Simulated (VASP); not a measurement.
Band structure of Mo2Rh (space group Fd-3m). Level of theory: PBE GGA, VASP's PBE PAW potentials (set 64) (plane waves; VASP).

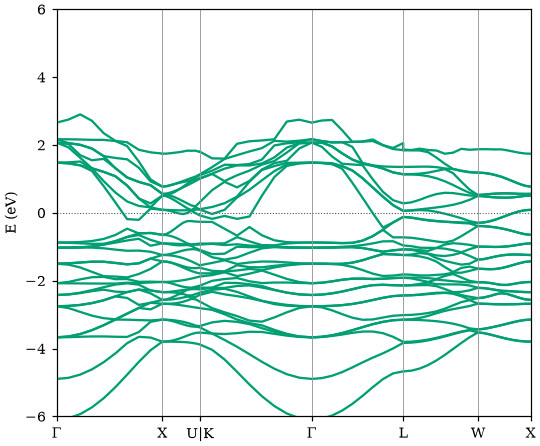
Figure. Bands along high-symmetry lines, zero at the valence-band maximum or, without a gap, the Fermi level

### Question
Read the plot: is there a gap, and where are the band edges?

### Answer
It has no gap at this level: it comes out as a metal or semimetal.

The structure was generated: Mo2Rh was put into an ordered model structure, which need not be its known phase. The cell was not relaxed at this level.
